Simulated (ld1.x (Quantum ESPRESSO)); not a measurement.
Pseudopotential generation for Re (part 2 of 2)

The same run, continued: rhenium (Re, Z = 75), core [Xe] 4f14, reference valence 5d5 6s2 6p0, valence charge 7. Method: TM potential, PBE, fully relativistic, made with ld1.x (Quantum ESPRESSO) 7.5.

## Output of the test run (extracts), continued
```
     ---------------------- End of pseudopotential test ----------------------

     ---------------------- Testing the pseudopotential ----------------------

     Re
     dirac relativistic calculation

     atomic number is 75.00   valence charge is  7.00
     dft =PBE   lsd =0 sic =0 latt =0  beta=0.20 tr2=1.0E-14
     mesh =1275 r(mesh) = 100.23444 xmin = -7.00 dx = 0.01250

     n l  j  nl             e AE (Ry)       e PS (Ry)    De AE-PS (Ry)
     3 2 1.5 5D   1( 1.20)       -3.42094       -3.43974        0.01880  !
     3 2 2.5 5D   1( 1.80)       -3.32985       -3.34573        0.01589  !
     1 0 0.5 6S   1( 0.00)       -2.90757       -2.90757        0.00000
     2 1 0.5 6P   1( 0.00)       -2.34314       -2.27184       -0.07131  !
     2 1 1.5 6P   1( 0.00)       -2.19548       -2.27184        0.07636  !

     eps = 9.4E-15  iter =  7

     Etot =  -33428.803397 Ry,  -16714.401699 Ha, -454822.040490 eV
     Etotps =   -14.556105 Ry,      -7.278053 Ha,    -198.045899 eV
     dEtot_ae =       6.764170 Ry
     dEtot_ps =       6.782935 Ry,   Delta E=      -0.018765 Ry

     Ekin =      13.280158 Ry,       6.640079 Ha,     180.685756 eV
     Encl =     -18.697806 Ry,      -9.348903 Ha,    -254.396611 eV
     Ehrt =       4.994916 Ry,       2.497458 Ha,      67.959297 eV
     Ecxc =      -2.050313 Ry,      -1.025156 Ha,     -27.895927 eV
     Epseu=     -12.083060 Ry,      -6.041530 Ha,    -164.398412 eV

     ---------------------- End of pseudopotential test ----------------------

     ---------------------- Testing the pseudopotential ----------------------

     Re
     dirac relativistic calculation

     atomic number is 75.00   valence charge is  7.00
     dft =PBE   lsd =0 sic =0 latt =0  beta=0.20 tr2=1.0E-14
     mesh =1275 r(mesh) = 100.23444 xmin = -7.00 dx = 0.01250

     n l  j  nl             e AE (Ry)       e PS (Ry)    De AE-PS (Ry)
     3 2 1.5 5D   1( 2.20)       -0.38078       -0.37673       -0.00405
     3 2 2.5 5D   1( 3.30)       -0.31853       -0.31492       -0.00361
     1 0 0.5 6S   1( 1.50)       -0.41272       -0.41275        0.00003
     2 1 0.5 6P   1( 0.00)       -0.11317       -0.08683       -0.02634  !
     2 1 1.5 6P   1( 0.00)       -0.07868       -0.08683        0.00815  !

     eps = 3.7E-15  iter = 27

     Etot =  -33435.539699 Ry,  -16717.769849 Ha, -454913.692542 eV
     Etotps =   -21.310179 Ry,     -10.655089 Ha,    -289.939750 eV
     dEtot_ae =       0.027868 Ry
     dEtot_ps =       0.028862 Ry,   Delta E=      -0.000994 Ry

     Ekin =      19.124143 Ry,       9.562072 Ha,     260.197223 eV
     Encl =     -38.444874 Ry,     -19.222437 Ha,    -523.069159 eV
     Ehrt =      20.154447 Ry,      10.077223 Ha,     274.215215 eV
     Ecxc =      -4.518832 Ry,      -2.259416 Ha,     -61.481848 eV
     Epseu=     -17.625062 Ry,      -8.812531 Ha,    -239.801182 eV

     ---------------------- End of pseudopotential test ----------------------

     ---------------------- Testing the pseudopotential ----------------------

     Re
     dirac relativistic calculation

     atomic number is 75.00   valence charge is  7.00
     dft =PBE   lsd =0 sic =0 latt =0  beta=0.20 tr2=1.0E-14
     mesh =1275 r(mesh) = 100.23444 xmin = -7.00 dx = 0.01250

     n l  j  nl             e AE (Ry)       e PS (Ry)    De AE-PS (Ry)
     3 2 1.5 5D   1( 2.00)       -1.09044       -1.09382        0.00339
     3 2 2.5 5D   1( 3.00)       -1.02049       -1.02357        0.00308
     1 0 0.5 6S   1( 0.00)       -1.00101       -1.00055       -0.00046
     2 1 0.5 6P   1( 0.33)       -0.61658       -0.56540       -0.05118  !
     2 1 1.5 6P   1( 0.67)       -0.54953       -0.56540        0.01587  !

     eps = 3.6E-15  iter = 13

     Etot =  -33434.465051 Ry,  -16717.232525 Ha, -454899.071209 eV
     Etotps =   -20.230055 Ry,     -10.115027 Ha,    -275.243914 eV
     dEtot_ae =       1.102516 Ry
     dEtot_ps =       1.108986 Ry,   Delta E=      -0.006469 Ry

     Ekin =      19.059905 Ry,       9.529953 Ha,     259.323222 eV
     Encl =     -33.697378 Ry,     -16.848689 Ha,    -458.476181 eV
     Ehrt =      15.544685 Ry,       7.772342 Ha,     211.496213 eV
     Ecxc =      -3.898501 Ry,      -1.949250 Ha,     -53.041805 eV
     Epseu=     -17.238766 Ry,      -8.619383 Ha,    -234.545363 eV

     ---------------------- End of pseudopotential test ----------------------

     ---------------------- Testing the pseudopotential ----------------------

     Re
     dirac relativistic calculation

     atomic number is 75.00   valence charge is  7.00
     dft =PBE   lsd =0 sic =0 latt =0  beta=0.20 tr2=1.0E-14
     mesh =1275 r(mesh) = 100.23444 xmin = -7.00 dx = 0.01250

     n l  j  nl             e AE (Ry)       e PS (Ry)    De AE-PS (Ry)
     3 2 1.5 5D   1( 2.00)       -0.70409       -0.70452        0.00043
     3 2 2.5 5D   1( 3.00)       -0.63765       -0.63809        0.00045
     1 0 0.5 6S   1( 1.50)       -0.67794       -0.67798        0.00004
     2 1 0.5 6P   1( 0.00)       -0.33359       -0.29358       -0.04001  !
     2 1 1.5 6P   1( 0.00)       -0.28229       -0.29358        0.01129  !

     eps = 6.4E-15  iter = 30

     Etot =  -33435.289394 Ry,  -16717.644697 Ha, -454910.286971 eV
     Etotps =   -21.060845 Ry,     -10.530423 Ha,    -286.547395 eV
     dEtot_ae =       0.278173 Ry
     dEtot_ps =       0.278195 Ry,   Delta E=      -0.000022 Ry

     Ekin =      18.384557 Ry,       9.192278 Ha,     250.134640 eV
     Encl =     -36.226618 Ry,     -18.113309 Ha,    -492.888243 eV
     Ehrt =      17.967486 Ry,       8.983743 Ha,     244.460102 eV
     Ecxc =      -4.239110 Ry,      -2.119555 Ha,     -57.676028 eV
     Epseu=     -16.947161 Ry,      -8.473580 Ha,    -230.577867 eV

     ---------------------- End of pseudopotential test ----------------------
```

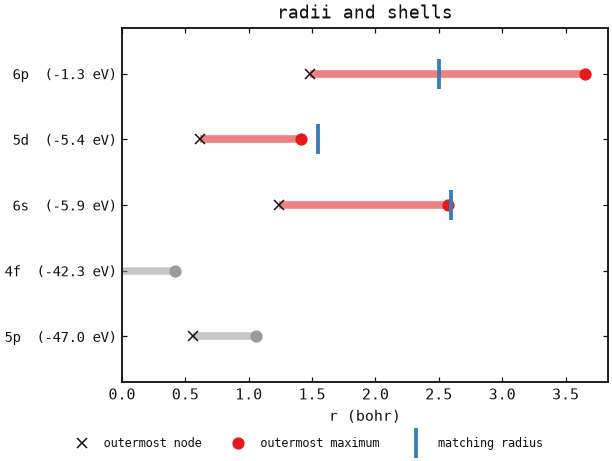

Outer shells of the all-electron reference atom: each bar runs from the outermost node (or the nucleus) to the outermost maximum of u(r); the tick is the radius chosen for the pseudo-wave. Shells without a tick have no pseudo-wave of their own. Levels, nodes and maxima are from ld1.x, scalar-relativistic.

- Radii against the shells: 6s: 2.60 bohr, outside the maximum; 5d: 1.55 bohr, outside the maximum; 6p: 2.50 bohr, between node and maximum.

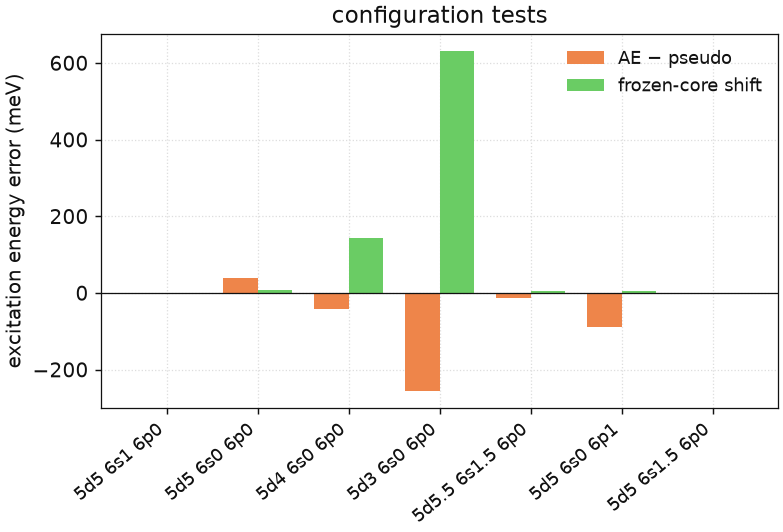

Errors, all-electron minus pseudo, of the energies of valence configurations relative to the unpolarised reference 5d5 6s2 6p0. The frozen-core shift is the all-electron excitation energy with the core held at its reference shape less the relaxed one.

- Worst configuration: 5d3 6s0 6p0 (charge +4): the error is -255 meV on an all-electron energy of +92.03 eV relative to the reference, or 0.28 %.
- Frozen-core shift where the error is largest: +633 meV, beside an error of -255 meV. Freezing the core raises the excitation energy, so by itself it would give an error of -633 meV; the rest, +377 meV, comes from the pseudisation.
- Errors in meV: 5d5 6s1 6p0: +0.7; 5d5 6s0 6p0: +38; 5d4 6s0 6p0: -40; 5d3 6s0 6p0: -255; 5d5.5 6s1.5 6p0: -14; 5d5 6s0 6p1: -88; 5d5 6s1.5 6p0: -0.3.
- Configurations within 10 meV and within 50 meV: 2 and 5 of 7. The potential isn't sound: its ghost test gives ghost state below the valence levels: s at -36.0 eV.

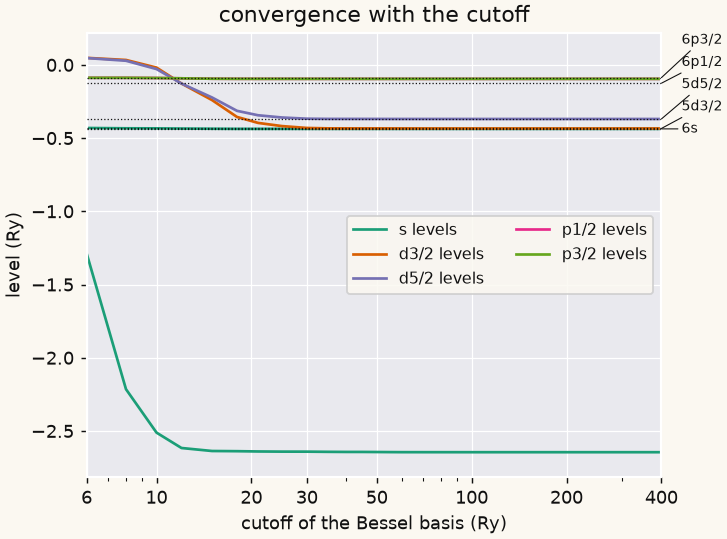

The pseudo-atom Hamiltonian at the reference potential is diagonalised in spherical Bessel functions (20 bohr box) up to the cutoff. Curves: the lowest levels of each channel that holds a bound state. Dotted lines: the all-electron valence levels.

- Ghost states: ghost state below the valence levels: s at -36.0 eV. A ghost is a state of the pseudo-atom that lies below a valence level of its channel, or is bound in a channel without one, and matches no all-electron valence level; bound levels above the valence ones can be real empty states. Not every valence level is met: 6p1/2 ends 0.030 Ry too high, 6p3/2 ends 0.008 Ry too low at the highest cutoff, where a miss can come from the basis as well as from the potential. In Ry: s -2.65.
- Onset of the ghost: the lowest s curve lies clearly below the lowest valence level of its channel already at the lowest cutoff, 6 Ry, and ends at -2.65 Ry.
- All-electron valence levels: 6s: -0.44 Ry; 5d3/2: -0.43 Ry; 5d5/2: -0.37 Ry; 6p1/2: -0.13 Ry; 6p3/2: -0.09 Ry.

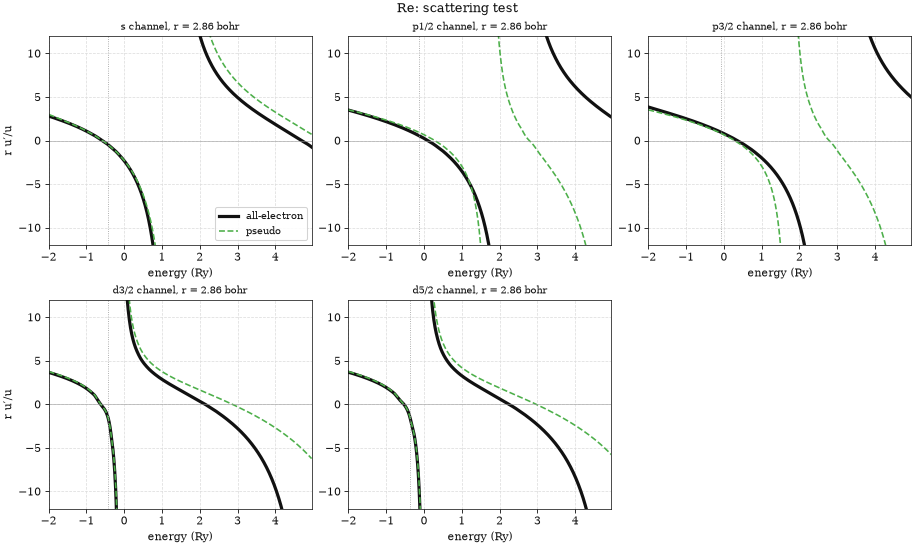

Logarithmic derivatives r u′/u at the test radius against energy, all-electron atom (solid) and pseudo-atom (dashed). Here u = r R(r). The dotted line marks the reference energy of the channel.

- Poles, where the radial function vanishes at the test radius: s: all-electron at 1.3 Ry, pseudo at 1.4 Ry; p1/2: all-electron at 2.4 Ry, pseudo at 1.7 Ry; p3/2: all-electron at 2.9 Ry, pseudo at 1.7 Ry; d3/2: all-electron at -0.1 Ry, pseudo at -0.1 Ry; d5/2: all-electron at 0.0 Ry, pseudo at 0.0 Ry.
- Zeros of the logarithmic derivative: s: all-electron -0.6 and 4.7 Ry, pseudo -0.6 Ry; p1/2: all-electron 0.1 Ry, pseudo 0.3 and 2.8 Ry; p3/2: all-electron 0.4 Ry, pseudo 0.3 and 2.8 Ry; d3/2: all-electron -0.6 and 2.1 Ry, pseudo -0.6 and 2.9 Ry; d5/2: all-electron -0.5 and 2.2 Ry, pseudo -0.5 and 3.0 Ry.

Outcome of the run: generated, with a ghost state.
